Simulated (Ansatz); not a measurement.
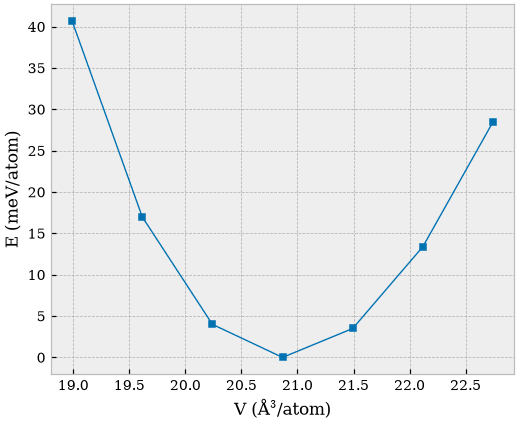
Figure. Ge in space group R-3 (No. 148; Ge on 6c, Ge on 18f) under volume change, the program Ansatz at the r²SCAN level (PAW), shape and atoms relaxed at each volume.

Q: What does a third-order Birch–Murnaghan fit give for V₀, B₀ and B′?

A: V₀ = 20.87 Å³/atom, B₀ = 64.0 GPa, B′ = 4.9.

The workflow started from a Materials Project entry (that database holds measured and hypothetical structures alike); the Crystallography Open Database copy checked does not list it. It is not the phase usual at ambient conditions (space group No. 227). Symmetry was held in the r²SCAN relaxation; of distortions, only those at the zone centre were tested.

Potentials: the later of the program's two PAW sets.
